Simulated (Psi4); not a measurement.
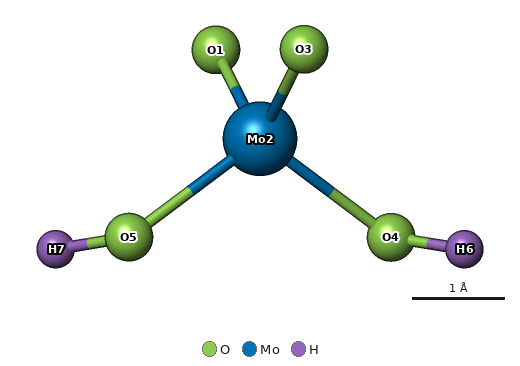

*The input geometry (ball-and-stick view, seen on its broad side; atoms are numbered from 1 in the order of the input). Sticks mark near contacts.*

Bond lengths as drawn: H–O 0.96 Å and Mo–O 1.68 to 1.87 Å.

# MoH₂O₄: single-point calculation (part 1 of 2)

- system: MoH₂O₄, multiplicity 3
- method: OMP2/def2-SVP, UHF (Psi4 1.11)

The run did not end well. The geometry is that of the parent species in another charge or spin state. The geometry comes from this level: PBE0-D4/def2-TZVP.

### Input file (input.in)
```
memory 2.2 GB

molecule {
  0 3
  O      0.052590    -1.899690    -0.237080
  Mo     0.095070    -0.287340     0.216430
  O      0.633380    -0.173900     1.799000
  O     -1.628350     0.423020     0.074620
  O      1.271080     0.657000    -0.888140
  H     -2.030050     0.970480     0.754330
  H      1.606280     0.310450    -1.719170
  symmetry c1
  no_reorient
  no_com
}

set {
  basis           def2-SVP
  reference       uhf
  puream          true
  e_convergence   1e-09
  d_convergence   1e-08
  scf_type        pk
  num_frozen_docc 4
  maxiter         100
}

energy('omp2')
```

Run on 1 thread of Intel Xeon (Granite Rapids), 32 GiB of memory available, shared host.

Run as:
```bash
psi4 -n 1 input.in input.out
```

### What the program printed
```
Psi4 1.11 release

   => Loading Basis Set <=

    Name: DEF2-SVP
    Role: ORBITAL
    Keyword: BASIS

    !!!  WARNING: ECP capability is in beta. Please check occupations closely.  !!!

         ---------------------------------------------------------
                                   SCF
                              UHF Reference
                        1 Threads,   2098 MiB Core
         ---------------------------------------------------------

  ==> Geometry <==

    Molecular point group: c1
    Full point group: C1

    Geometry (in Angstrom), charge = 0, multiplicity = 3:

       Center              X                  Y                   Z               Mass
    ------------   -----------------  -----------------  -----------------  -----------------
         O            0.052590000000    -1.899690000000    -0.237080000000    15.994914619570
         MO           0.095070000000    -0.287340000000     0.216430000000    97.905404820000
         O            0.633380000000    -0.173900000000     1.799000000000    15.994914619570
         O           -1.628350000000     0.423020000000     0.074620000000    15.994914619570
         O            1.271080000000     0.657000000000    -0.888140000000    15.994914619570
         H           -2.030050000000     0.970480000000     0.754330000000     1.007825032230
         H            1.606280000000     0.310450000000    -1.719170000000     1.007825032230

  Running in c1 symmetry.

  Rotational constants: A =      0.11648  B =      0.11323  C =      0.09782 [cm^-1]
  Rotational constants: A =   3492.11578  B =   3394.61661  C =   2932.59434 [MHz]
  Nuclear repulsion =  226.529775144928550

  Charge       = 0
  Multiplicity = 3
  Electrons    = 48
  Nalpha       = 25
  Nbeta        = 23

  ==> Algorithm <==

  SCF Algorithm Type is PK.
  DIIS enabled.
  MOM disabled.
  Fractional occupation disabled.
  Guess Type is SAD.
  Energy threshold   = 1.00e-09
  Density threshold  = 1.00e-08
  Integral threshold = 1.00e-12

  ==> Primary Basis <==

  Basis Set: DEF2-SVP
    Blend: DEF2-SVP
    Number of shells: 41
    Number of basis functions: 97
    Number of Cartesian functions: 106
    Spherical Harmonics?: true
    Max angular momentum: 3

  Core potential: DEF2-SVP
    Number of shells: 4
    Number of ECP primitives: 14
    Number of ECP core electrons: 28
    Max angular momentum: 3

  ==> Integral Setup <==

  Using in-core PK algorithm.
   Calculation information:
      Number of atoms:                   7
      Number of AO shells:              41
      Number of primitives:             77
      Number of atomic orbitals:       106
      Number of basis functions:        97

      Integral cutoff                 1.00e-12
      Number of threads:                 1

  Performing in-core PK
  Using 22595762 doubles for integral storage.
  We computed 331411 shell quartets total.
  Whereas there are 371091 unique shell quartets.

  ==> DiskJK: Disk-Based J/K Matrices <==

    J tasked:                  Yes
    K tasked:                  Yes
    wK tasked:                  No
    Memory [MiB]:             1573
    Schwarz Cutoff:          1E-12

  Minimum eigenvalue in the overlap matrix is 1.3475173500E-02.
  Reciprocal condition number of the overlap matrix is 3.1176475093E-03.
    Using symmetric orthogonalization.

  ==> Pre-Iterations <==

  SCF Guess: Superposition of Atomic Densities via on-the-fly atomic UHF (no occupation information).

   -------------------------
    Irrep   Nso     Nmo
   -------------------------
     A         97      97
   -------------------------
    Total      97      97
   -------------------------

  ==> Iterations <==

                        Total Energy        Delta E     RMS |[F,P]|

   @UHF iter SAD:  -366.16234741512449   -3.66162e+02   0.00000e+00
   @UHF iter   1:  -367.29631394097015   -1.13397e+00   1.03400e-02 ADIIS/DIIS
   @UHF iter   2:  -367.31444348237596   -1.81295e-02   1.14420e-02 ADIIS/DIIS
   @UHF iter   3:  -367.79251530609429   -4.78072e-01   1.42900e-03 ADIIS/DIIS
   @UHF iter   4:  -367.81369687069474   -2.11816e-02   9.70853e-04 ADIIS/DIIS
   @UHF iter   5:  -367.82703901342688   -1.33421e-02   5.74431e-04 ADIIS/DIIS
   @UHF iter   6:  -367.83641162466597   -9.37261e-03   4.27416e-04 ADIIS/DIIS
   @UHF iter   7:  -367.84386235602830   -7.45073e-03   3.11927e-04 ADIIS/DIIS
   @UHF iter   8:  -367.84865827071314   -4.79591e-03   2.09245e-04 ADIIS/DIIS
   @UHF iter   9:  -367.85141354393471   -2.75527e-03   1.18339e-04 ADIIS/DIIS
[... 50 lines of further cycles ...]
   @UHF iter  60:  -367.85186073902565    3.12639e-12   4.75648e-08 DIIS
   @UHF iter  61:  -367.85186073902020    5.45697e-12   4.75041e-08 DIIS
   @UHF iter  62:  -367.85186073896881    5.13865e-11   4.69025e-08 DIIS
   @UHF iter  63:  -367.85186073878754    1.81274e-10   4.45762e-08 DIIS
   @UHF iter  64:  -367.85186073851230    2.75236e-10   3.94523e-08 DIIS
   @UHF iter  65:  -367.85186073815817    3.54134e-10   3.13078e-08 DIIS
   @UHF iter  66:  -367.85186073788668    2.71484e-10   2.18811e-08 DIIS
   @UHF iter  67:  -367.85186073782836    5.83213e-11   1.65921e-08 DIIS
   @UHF iter  68:  -367.85186073780835    2.00089e-11   1.23557e-08 DIIS
   @UHF iter  69:  -367.85186073780795    3.97904e-13   8.44119e-09 DIIS
  Energy and wave function converged.

  ==> Post-Iterations <==

   @Spin Contamination Metric:   1.601251718E-01
   @S^2 Expected:                2.000000000E+00
   @S^2 Observed:                2.160125172E+00
   @S   Expected:                1.000000000E+00
   @S   Observed:                1.000000000E+00

    Orbital Energies [Eh]
    ---------------------

    Alpha Occupied:

       1A    -20.650944     2A    -20.650939     3A    -20.559992
       4A    -20.559983     5A     -3.192860     6A     -2.065835
       7A     -2.056696     8A     -2.030182     9A     -1.345451
      10A     -1.320907    11A     -1.300133    12A     -1.294605
      13A     -0.749101    14A     -0.701880    15A     -0.696230
      16A     -0.670214    17A     -0.647809    18A     -0.643091
      19A     -0.630572    20A     -0.598190    21A     -0.567053
      22A     -0.527687    23A     -0.526459    24A     -0.525227
      25A     -0.345428

    Alpha Virtual:

      26A      0.075172    27A      0.078392    28A      0.105115
      29A      0.121751    30A      0.127696    31A      0.149620
      32A      0.151542    33A      0.169734    34A      0.252220
      35A      0.268640    36A      0.326685    37A      0.438904
      38A      0.440678    39A      0.465902    40A      0.489492
      41A      0.504865    42A      0.567618    43A      0.576253
      44A      0.587154    45A      0.894085    46A      0.898151
      47A      1.178286    48A      1.184790    49A      1.223695
      50A      1.226572    51A      1.242729    52A      1.283034
      53A      1.286995    54A      1.346387    55A      1.374743
      56A      1.409354    57A      1.424381    58A      1.452971
      59A      1.484456    60A      1.505092    61A      1.586795
      62A      1.627003    63A      1.628489    64A      1.630024
      65A      1.664338    66A      1.701289    67A      1.704893
      68A      1.730354    69A      1.802914    70A      1.853638
      71A      1.856546    72A      1.976141    73A      1.992353
      74A      2.152443    75A      2.559008    76A      2.561837
      77A      2.875325    78A      2.877226    79A      2.878641
      80A      2.922499    81A      3.022926    82A      3.055543
      83A      3.071989    84A      3.102470    85A      3.103004
      86A      3.132869    87A      3.145402    88A      3.146806
      89A      3.201760    90A      3.318416    91A      3.330002
      92A      3.334885    93A      3.404595    94A      3.790666
      95A      4.104095    96A      4.117122    97A     39.750169

    Beta Occupied:

       1A    -20.614042     2A    -20.614030     3A    -20.556704
       4A    -20.556697     5A     -3.162680     6A     -2.061716
       7A     -1.990343     8A     -1.985259     9A     -1.295431
      10A     -1.285556    11A     -1.206503    12A     -1.189868
      13A     -0.698349    14A     -0.696668    15A     -0.621668
      16A     -0.602859    17A     -0.584089    18A     -0.562524
      19A     -0.530440    20A     -0.520032    21A     -0.514392
      22A     -0.488286    23A     -0.447217

    Beta Virtual:

      24A     -0.021751    25A      0.076014    26A      0.094501
      27A      0.108389    28A      0.120484    29A      0.132569
      30A      0.149989    31A      0.152760    32A      0.186116
      33A      0.235053    34A      0.256132    35A      0.269106
      36A      0.327922    37A      0.440961    38A      0.441862
      39A      0.461650    40A      0.507888    41A      0.527978
      42A      0.580397    43A      0.597415    44A      0.605389
      45A      0.894743    46A      0.900033    47A      1.201321
      48A      1.228048    49A      1.249156    50A      1.257090
      51A      1.291854    52A      1.294869    53A      1.328962
      54A      1.393324    55A      1.400464    56A      1.431816
      57A      1.444417    58A      1.503017    59A      1.514014
      60A      1.526100    61A      1.602807    62A      1.635581
      63A      1.637933    64A      1.651950    65A      1.684858
      66A      1.712976    67A      1.717779    68A      1.775239
      69A      1.813888    70A      1.857739    71A      1.878103
      72A      1.989590    73A      2.001341    74A      2.158095
      75A      2.560889    76A      2.563760    77A      2.963537
      78A      2.966308    79A      2.983095    80A      3.003212
      81A      3.042081    82A      3.070000    83A      3.112631
      84A      3.115840    85A      3.151873    86A      3.159684
      87A      3.170432    88A      3.216668    89A      3.266722
      90A      3.324974    91A      3.342479    92A      3.346902
      93A      3.405888    94A      3.814235    95A      4.106003
      96A      4.119163    97A     39.751914

    Final Occupation by Irrep:
              A
    DOCC [    23 ]
    SOCC [     2 ]
    NA   [    25 ]
    NB   [    23 ]

  @UHF Final Energy:  -367.85186073780795

   => Energetics <=

    Nuclear Repulsion Energy =            226.5297751449285499
    One-Electron Energy =                -981.1204524697652687
    Two-Electron Energy =                 386.7388165870287935
    Total Energy =                       -367.8518607378079537

  UHF NO Occupations:
  HONO-2 :   23  A 1.9254428
  HONO-1 :   24  A 1.0000000
  HONO-0 :   25  A 1.0000000
  LUNO+0 :   26  A 0.0745572
  LUNO+1 :   27  A 0.0017897
  LUNO+2 :   28  A 0.0016616
  LUNO+3 :   29  A 0.0011389

Computation Completed

Properties will be evaluated at   0.000000,   0.000000,   0.000000 [a0]

Properties computed using the SCF density matrix

 Multipole Moments:

 ------------------------------------------------------------------------------------
     Multipole            Electronic (a.u.)      Nuclear  (a.u.)        Total (a.u.)
 ------------------------------------------------------------------------------------

 L = 1.  Multiply by 2.5417464519 to convert [e a0] to [Debye]
 Dipole X            :         -6.7367480            6.6836023           -0.0531457
 Dipole Y            :         20.3626715          -20.2019093            0.1607622
 Dipole Z            :        -15.3378688           15.2167929           -0.1210759
 Magnitude           :                                                    0.2081546
```
